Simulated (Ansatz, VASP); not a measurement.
## Cross-check of CdTe between VASP and Ansatz

One calculation is typed for both programs; each brings its own data sets. How far apart do they land? The cell is taken from a series of VASP runs on this material, whose earlier steps may have relaxed, scaled or displaced it; both programs get it as it stands. Valence electrons are named where the data sets of a main pair hold unlike numbers.

Main program and level: Ansatz 0.2.0; plane waves, with VASP 6.6.1 beside it; band structure at HSE06.

### Step 1. The structure

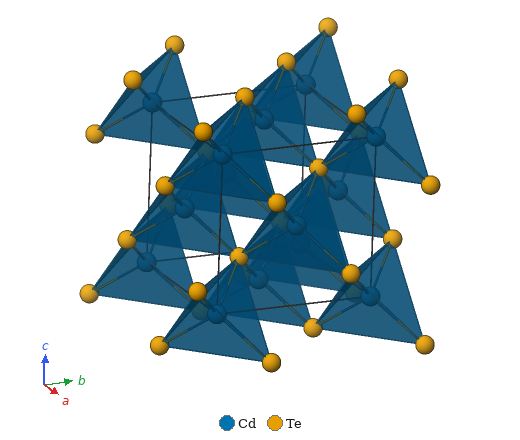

Start, viewed slightly off an axis; cadmium blue, tellurium orange. This picture shows the conventional cell, with its axes. Some periodic images of atoms are drawn too.

### Step 2. Ansatz: band structure, HSE06

Ansatz runs on its default PAW (the set named soft_2) files.

The same path points are solved in both programs, so levels can be compared one by one.

Contents of input.yaml:

```yaml
crystal:
  lattice:
    - [0.0, 3.2547367159, 3.2547367159]
    - [3.2547367159, 0.0, 3.2547367159]
    - [3.2547367159, 3.2547367159, 0.0]
  atoms:
    - { symbol: Cd, position: [0.0, 0.0, 0.0] }
    - { symbol: Te, position: [0.25, 0.25, 0.25] }
hamiltonian:
  xc: { exchange: pbe, correlation: pbe, exx: { coeff: 0.25, omega: 0.2 } }
  pseudopotentials: { kind: paw }
kpoints:
  mp_grid: { grid: [4, 4, 4] }
  band_path:
    path:
      - [0.0, 0.0, 0.0]
      - [0.5, 0.0, 0.5]
      - [0.5, 0.2, 0.7]
      - [0.4, 0.35, 0.75]
      - [0.15, 0.15, 0.3]
      - [0.2, 0.2, 0.2]
      - [0.55, 0.4, 0.55]
      - [0.6, 0.25, 0.65]
      - [0.5, 0.25, 0.75]
      - [0.5, 0.5, 0.5]
      - [0.375, 0.375, 0.75]
      - [0.5, 0.0, 0.5]
    npoints: 1
scf:
  occupations: { method: gaussian, width: 0.05 }
  n_extra_bands: 7
output:
  forces: true
  stress: true
  eigenvalues: true
```

Started as:

```console
ansatz run input.yaml --threads 4 --pin off --max-ram 9216MiB --backend cpu --events-out ev --progress --plain --runs-dir out
```

Numbers of over 12 decimals in the logs are rounded to 6 here.

The log of the run:

```text
Warning: output.stress: scf.convergence.dr2_threshold = 1e-7 eV (the SCF's general default) is looser than the 2e-10 eV advised for a printed stress (1e-10 eV for each atom of the cell: 2). What an SCF threshold leaves in a stress goes as its square root, and in the free energy as the threshold itself, and one threshold admits the most on a small cell: [figures from the program's tests cut] Set scf.convergence.dr2_threshold to 2e-10 eV or tighter. The threshold is an SCF's pass mark: one that does not reach it within its budget of iterations ends unconverged, or closes short of it on a stop that the run arms, and scf.convergence.dr2_threshold's page says what that costs each kind of run
Warning: output.stress: scf.exx.energy_threshold = 1e-6 eV is looser than the 2e-8 eV advised for a stress under a hybrid functional (1e-8 eV for each atom of the cell: 2). Every SCF of the exchange loop can meet its threshold on dr2 while the loop round them stops early: no threshold on dr2 bounds what that leaves in the stress. Set scf.exx.energy_threshold to 2e-8 eV or tighter. The threshold is the loop's pass mark: a loop that does not reach it within its budget of cycles ends unconverged, and scf.exx.energy_threshold's page has the law
scf.n_extra_bands = 7 over 18 filled bands (N_el = 36.0): the run solves 25 bands
Engine: ansatz 0.2.0, x86_64-unknown-linux-gnu
Pseudopotentials: kind: paw
Pseudopotential: Cd, paw, valence charge 20, recommended cutoff 420 eV (normal), Cd.paw.azcp
Pseudopotential: Te, paw, valence charge 16, recommended cutoff 420 eV (normal), Te.paw.azcp
Functional definition: unnamed
  parameter a_1 = 0.25
  parameter omega_1 = 0.2/angstrom
  exchange = pbe_x + (-a_1)*pbe_x_sr(omega_1) + a_1*exact_x_sr(omega_1)
  correlation = pbe_c
Crystal: 2 atoms, lattice volume = 68.957 Å³
Basis set: ecut = 420 eV, 1363 PW (Γ), exchange–correlation on 64×64×64 points (8 copies of the dense FFT grid, shifted against one another)
Bands: 25, of which v1, the nominal top of the filled ones, is band 18 counted from 1 (17 counted from 0)
Symmetry: 24 space group operations
Space group: F-43m (ITA 216), of the structure as read, at distance tolerance 4.1e-5 Å
k-points: 8 of 64 (time reversal used)
Non-local potential: Cd, projectors of the file, l = 0: 3, l = 1: 2, l = 2: 2, l = 3: 1
Non-local potential: Te, projectors of the file, l = 0: 2, l = 1: 2, l = 2: 2, l = 3: 2
PAW form: soft (Blöchl's): semilocal exchange-correlation on the pseudo side does not see the compensation charge
PAW frozen core: Cd, regenerated for the run's functional, and the local potential with it (the file was generated under x = pbe(κ = 0.804, μ = 0.219515), c = pbe(β = 0.066725))
PAW frozen core: Te, regenerated for the run's functional, and the local potential with it (the file was generated under x = pbe(κ = 0.804, μ = 0.219515), c = pbe(β = 0.066725))
PAW one-centre angular grid: Cd, 590 points (default); XC on 64 Gauss nodes
PAW one-centre angular grid: Te, 590 points (default); XC on 64 Gauss nodes
Initial density: superposition of atomic densities (neutral atoms: chi_scale 0, normalization atom), corrected by the library's trained network
Initial wavefunctions: pseudopotential atomic-orbital guess
Functional: x = pbe(κ = 0.804, μ = 0.219515), c = pbe(β = 0.066725), warm-up for x = pbe(κ = 0.804, μ = 0.219515) + 0.25 (exact − pbe) at short range (hse, ω = 0.2 Å⁻¹), c = pbe(β = 0.066725)
SCF iter   1: F=—  HF=-15235.257354 eV  |F-HF|=—  |Δ(HF+E_count)|=         —  Δρ=8.97e-4  dr2=7.96e-4  ethr=1.77e-3  ⟨swp⟩=11.8  Hψ=955  notcnv=0
preconditioner: auto → none  [insulator: Δε(μ)=0.711 eV  Ē_g=13.362 eV  σ=0.050 eV  W_gap=1.00  n_scr=14 (ndim 8)  ℏωp=19.0 eV  f_vac=0.195  D(μ)=0.00/eV (n_scr^D=0)]
iter 2 solved again at ethr=3.60e-8 eV; its pass at ethr=2.21e-6 eV (dr2=1.29e-5 eV) is discarded
SCF iter   2: F=-15235.257560 eV  HF=-15235.257488 eV  |F-HF|=7.14e-5  |Δ(HF+E_count)|=   1.35e-4  Δρ=1.71e-4  dr2=1.31e-5  ethr=3.60e-8  ⟨swp⟩=2.9  Hψ=934  notcnv=0
SCF 1 stopped early in 2 iterations: F = -15235.257560 eV  dr2 = 1.31e-5
  greatest PAW one-centre occupation: 1.000 electrons in one spin orbital (limit 2), on the Cd atom at site 0 (counted from 0), in its partial waves of l = 0
Initial density: handed on by an earlier stage of this run
Initial wavefunctions: those handed on with the density
Functional: x = pbe(κ = 0.804, μ = 0.219515) + 0.25 (exact − pbe) at short range (hse, ω = 0.2 Å⁻¹), c = pbe(β = 0.066725)
Exchange kernel: α = 0.2500, screened, ω = 0.2000 Å⁻¹, Wigner–Seitz truncation, v(0) = 1121.0981 eV·Å³, q-mesh 4×4×4, nearest image of the exchange supercell L = 18.41 Å, pair-density grid 18×18×18, without the augmentation charges, whose exchange is taken in its separable form by FFT convolution over the k-point mesh (sized by the pseudopotential files, 27×27×27 at the most), smooth part of the exact exchange by density-matrix convolution
Frozen-core exchange: fock
SCF iter   1: F=—  HF=-15243.587489 eV  |F-HF|=—  |Δ(HF+E_count)|=         —  Δρ=5.70e-3  dr2=1.68e-2  ethr=3.63e-7  ⟨swp⟩=8.2  Hψ=972  notcnv=0
preconditioner: auto → none  [insulator: Δε(μ)=1.563 eV  Ē_g=15.292 eV  σ=0.050 eV  W_gap=1.00  n_scr=14 (ndim 8)  ℏωp=19.0 eV  f_vac=0.193  D(μ)=0.00/eV (n_scr^D=0)]
SCF iter   2: F=—  HF=-15243.583287 eV  |F-HF|=—  |Δ(HF+E_count)|=   4.20e-3  Δρ=2.02e-3  dr2=1.90e-3  ethr=3.63e-7  ⟨swp⟩=4.0  Hψ=624  notcnv=0
SCF iter   3: F=—  HF=-15243.590441 eV  |F-HF|=—  |Δ(HF+E_count)|=   7.15e-3  Δρ=1.42e-3  dr2=8.40e-4  ethr=3.63e-7  ⟨swp⟩=4.0  Hψ=572  notcnv=0
SCF iter   4: F=—  HF=-15243.590318 eV  |F-HF|=—  |Δ(HF+E_count)|=   1.24e-4  Δρ=4.07e-4  dr2=7.14e-5  ethr=3.63e-7  ⟨swp⟩=3.0  Hψ=438  notcnv=0
SCF iter   5: F=—  HF=-15243.590438 eV  |F-HF|=—  |Δ(HF+E_count)|=   1.20e-4  Δρ=1.30e-4  dr2=1.04e-5  ethr=1.60e-7  ⟨swp⟩=3.2  Hψ=411  notcnv=0  defer=1
SCF iter   6: F=-15243.590435 eV  HF=-15243.590435 eV  |F-HF|=3.01e-8  |Δ(HF+E_count)|=   2.47e-6  Δρ=1.71e-5  dr2=1.32e-6  ethr=2.55e-8  ⟨swp⟩=3.0  Hψ=449  notcnv=0
SCF 2 stopped early in 6 iterations: F = -15243.590435 eV  dr2 = 1.32e-6
  greatest PAW one-centre occupation: 1.000 electrons in one spin orbital (limit 2), on the Cd atom at site 0 (counted from 0), in its partial waves of l = 1
hybrid outer 1: dexx = +8.387e-3 eV, tail = 6.80e-5 eV
Exchange kernel: α = 0.2500, screened, ω = 0.2000 Å⁻¹, Wigner–Seitz truncation, v(0) = 1121.0981 eV·Å³, q-mesh 4×4×4, nearest image of the exchange supercell L = 18.41 Å, pair-density grid 18×18×18, without the augmentation charges, whose exchange is taken in its separable form by FFT convolution over the k-point mesh (sized by the pseudopotential files, 27×27×27 at the most), smooth part of the exact exchange by density-matrix convolution
Frozen-core exchange: fock
SCF iter   1: F=—  HF=-15243.590574 eV  |F-HF|=—  |Δ(HF+E_count)|=         —  Δρ=4.57e-5  dr2=9.88e-7  ethr=9.45e-7  ⟨swp⟩=5.2  Hψ=457  notcnv=0
preconditioner: auto → none  [insulator: Δε(μ)=1.624 eV  Ē_g=15.231 eV  σ=0.050 eV  W_gap=1.00  n_scr=14 (ndim 8)  ℏωp=19.0 eV  f_vac=0.194  D(μ)=0.00/eV (n_scr^D=0)]
SCF iter   2: F=—  HF=-15243.590574 eV  |F-HF|=—  |Δ(HF+E_count)|=   1.39e-7  Δρ=1.70e-5  dr2=1.63e-7  ethr=2.64e-9  ⟨swp⟩=3.4  Hψ=501  notcnv=0
SCF iter   3: F=—  HF=-15243.590574 eV  |F-HF|=—  |Δ(HF+E_count)|=   3.62e-8  Δρ=4.63e-6  dr2=2.42e-8  ethr=3.53e-10  ⟨swp⟩=3.0  Hψ=418  notcnv=0
SCF iter   4: F=-15243.590574 eV  HF=-15243.590574 eV  |F-HF|=7.50e-9  |Δ(HF+E_count)|=   1.42e-7  Δρ=2.46e-6  dr2=8.72e-9  ethr=1.11e-11  ⟨swp⟩=4.5  Hψ=657  notcnv=0  defer=2
SCF 3 converged in 4 iterations: F = -15243.590574 eV  dr2 = 8.72e-9
  Residual-converged pass: ⟨swp⟩=2.0  Hψ=279  notcnv=0  max |occ|·‖R‖ = 2.4e-6 eV (tolerance 2.4e-6 eV)  dr2=8.72e-9  dr2_onsite=7.56e-10  max |Δocc| = 9.2e-125
hybrid outer 2: dexx = +3.105e-7 eV, tail = 4.12e-8 eV, Δε = 2.31e-3 eV (about 9.95e-5 eV left of the loop's levels)
NSCF: frozen V_eff on 12 k-points
hybrid SCF converged: 2 outer / 10 inner (+2 warm-up), last move |dexx| = 3.11e-7 eV, tail = 4.12e-8 eV
Stability not checked: this state was not tested for a lower state beside it, because the functional holds exact exchange (a hybrid, or Hartree-Fock), whose exchange loop this test does not read (fock_operator; see scf.lower_state_search)
Free energy (F): -15243.590574 eV
Frozen-core exchange: fock
Harris-Foulkes:  -15243.590574 eV  (|F-HF|=7.50e-9)
Internal energy: -15243.590574 eV  (E = F + TS)
E sigma→0 (E₀):  -15243.590574 eV
Fermi energy:    7.604575 eV
--- Per-component energies (eV) ---
  E_band       = -885.082068
  E_kinetic    = 686.307405
  E_local      = -5451.355397  (includes V_loc(G=0)·N_el)
  E_nonlocal   = -277.154227
  E_hartree    = 2750.405004
  E_xc         = -240.767608
  E_vxc        = -258.840081  (∫ρ·V_xc dr)
  E_exx        = -134.066362  (= α·E_x^exact, valence–valence)
  E_paw        = -8681.865225  (= ΣΔE_a)
  E_vpaw       = -816.714789  (= ΣTr[D̂ρ^β])
  E_aug_tail   = -0.000157  (compensation charges beyond the density's cutoff)
  E_ewald      = -3894.311521
  E_core_change = -0.782487  (= ΣΔE_core)
  E_smearing   = -0.000000  (= −TS)
  E_closure    = -0.000000  (closes the sum)
  Σ components = -15243.590574   (vs F -15243.590574, Δ=-1.82e-12)
--- Forces (eV/Å), atoms counted from 1 ---
  atom   1  Cd     0.00000000    -0.00000000     0.00000000
  atom   2  Te    -0.00000000     0.00000000    -0.00000000
  max |Σ_I F_I| component: 1.38e-16 eV/Å
--- Stress (GPa, compression-positive) ---
        1.221455      -0.000000      -0.000000
       -0.000000       1.221455       0.000000
       -0.000000       0.000000       1.221455
  P = ⅓ Tr σ = 1.2215 GPa (12.215 kbar)
--- Band table (eV; the first three rows and the last of 8) ---
  k-point 0: bands = [... 14 lower, -2.5629, 6.7917, 6.7917, 6.7917, 8.4157, 12.2853, 12.2853, 12.2853, ... 3 higher]
  k-point 1: bands = [... 14 lower, -2.5636, 3.9825, 6.3488, 6.3488, 9.6308, 12.8583, 12.8583, 13.0362, ... 3 higher]
  k-point 2: bands = [... 14 lower, -2.1136, 2.1349, 5.9836, 5.9836, 9.4501, 12.8687, 12.8687, 14.7376, ... 3 higher]
  k-point 7: bands = [... 14 lower, -1.8502, 2.4174, 4.3444, 4.5187, 12.0174, 12.2368, 13.3077, 13.9499, ... 3 higher]
```

Elapsed: 33 s, on 4 threads of AMD EPYC 7R43, shared host; peak memory 1 GiB; 96 s of CPU time.

The column dr2 measures how far the density is from self-consistency, as an energy; F and HF (Harris–Foulkes) agree once it is small.

### Step 3. VASP: band structure, HSE06

The same cell, functional, mesh and smearing now go to VASP, with its own data sets.

Lines of VASP's logs that name or quote its potential files are left out, and so is its time.

The run reads the wave functions of an earlier VASP run, which isn't shown here.

Contents of INCAR:

```
SYSTEM = CdTe
PREC = Accurate
ENCUT = 400
EDIFF = 1E-06
NELM = 100
ISMEAR = 0
SIGMA = 0.05
LREAL = .FALSE.
ALGO = Normal
LHFCALC = .TRUE.
AEXX = 0.25
GGA = PE
HFSCREEN = 0.2
LASPH = .TRUE.
NBANDS = 15
PRECFOCK = Fast
LORBIT = 11
LWAVE = .FALSE.
LCHARG = .FALSE.
KPAR = 2
```

Contents of POSCAR:

```
CdTe
1.0
    0.0000000000      3.2547367159      3.2547367159
    3.2547367159      0.0000000000      3.2547367159
    3.2547367159      3.2547367159      0.0000000000
Cd Te
1 1
Direct
    0.0000000000      0.0000000000      0.0000000000
    0.2500000000      0.2500000000      0.2500000000
```

Contents of KPOINTS:

```
Automatic mesh
0
Gamma
4 4 4
0 0 0
```

Contents of KPOINTS_OPT:

```
Line mode
6
Line-mode
Reciprocal
  0.00000000   0.00000000   0.00000000 GAMMA
  0.50000000   0.00000000   0.50000000 X

  0.50000000   0.00000000   0.50000000 X
  0.50000000   0.25000000   0.75000000 W

  0.50000000   0.25000000   0.75000000 W
  0.37500000   0.37500000   0.75000000 K

  0.37500000   0.37500000   0.75000000 K
  0.00000000   0.00000000   0.00000000 GAMMA

  0.00000000   0.00000000   0.00000000 GAMMA
  0.50000000   0.50000000   0.50000000 L

  0.50000000   0.50000000   0.50000000 L
  0.62500000   0.25000000   0.62500000 U

  0.62500000   0.25000000   0.62500000 U
  0.50000000   0.25000000   0.75000000 W

  0.50000000   0.25000000   0.75000000 W
  0.50000000   0.50000000   0.50000000 L

  0.50000000   0.50000000   0.50000000 L
  0.37500000   0.37500000   0.75000000 K

  0.62500000   0.25000000   0.62500000 U
  0.50000000   0.00000000   0.50000000 X
```

PAW data sets: Cd and Te (PBE family, release 64).

Started as:

```console
mpirun -np 2 vasp_std
```

The log of the run:

```text
[banner, memory and clock lines left out]
running    2 mpi-ranks, on    1 nodes
 distrk:  each k-point on    1 cores,    2 groups
 distr:  one band on    1 cores,    1 groups

 POSCAR found type information on POSCAR CdTe
 POSCAR found :  2 types and       2 ions
 LDA part: xc-table for (Slater+PW92), standard interpolation
 found WAVECAR, reading the header
 POSCAR, INCAR and KPOINTS ok, starting setup
 FFT: planning ... GRIDC
 FFT: planning ... GRID_SOFT
 FFT: planning ... GRID
 reading WAVECAR
 the WAVECAR file was read successfully
 initial charge from wavefunction
 entering main loop
       N       E                     dE             d eps       ncg     rms          rms(c)
DAV:   1    -0.599534478345E+01   -0.59953E+01   -0.11460E+00   240   0.813E+00    0.943E+00
DAV:   2    -0.600225036742E+01   -0.69056E-02   -0.51209E-02   275   0.258E+00    0.617E+00
DAV:   3    -0.600135116280E+01    0.89920E-03   -0.36318E-03   339   0.694E-01    0.379E+00
DAV:   4    -0.600107922993E+01    0.27193E-03   -0.31693E-04   275   0.174E-01    0.226E+00
DAV:   5    -0.600100615388E+01    0.73076E-04   -0.73275E-05   254   0.676E-02    0.136E+00
DAV:   6    -0.600099104364E+01    0.15110E-04   -0.17997E-05   268   0.337E-02    0.815E-01
DAV:   7    -0.600098776629E+01    0.32774E-05   -0.26352E-06   229   0.148E-02    0.489E-01
DAV:   8    -0.600098779510E+01   -0.28813E-07   -0.81829E-07   190   0.835E-03
   1 F= -.60009878E+01 E0= -.60009878E+01  d E =-.124486E-15
 Start KPOINTS_OPT (optional k-point list driver)
k-point batch [1-8\60]
       N       E                     dE             ncg
DAV:   1     0.187287165878E+03   -0.24286E+04      240
DAV:   2    -0.729007097294E+03   -0.91629E+03      268
DAV:   3    -0.774941439054E+03   -0.45934E+02      303
DAV:   4    -0.775650544189E+03   -0.70911E+00      388
DAV:   5    -0.775654964758E+03   -0.44206E-02      296
DAV:   6    -0.775654997713E+03   -0.32955E-04      353
DAV:   7    -0.775654998147E+03   -0.43344E-06      225
[...]
k-point batch [57-60\60]
       N       E                     dE             ncg
DAV:   1     0.208592003884E+04   -0.19937E+04      120
DAV:   2     0.164429684089E+04   -0.44162E+03      141
DAV:   3     0.162383512998E+04   -0.20462E+02      155
DAV:   4     0.162352052734E+04   -0.31460E+00      187
DAV:   5     0.162351864186E+04   -0.18855E-02      148
DAV:   6     0.162351863013E+04   -0.11731E-04      180
DAV:   7     0.162351862997E+04   -0.15675E-06      116
```

(Part 1 of 2 ends here.)

[Lines on the potential files, build, host, timing and source positions are cut from VASP's logs without a mark.]

[Logs are printed without paths, hosts, clocks, repeated set-up lines and the standing remarks that a program may print on its own settings, such as how far it seeks lower states.]

[Hosts, paths, dates, database ids (printed as entryN), source tags and the programs' standing remarks are cut or masked in the printed files.]
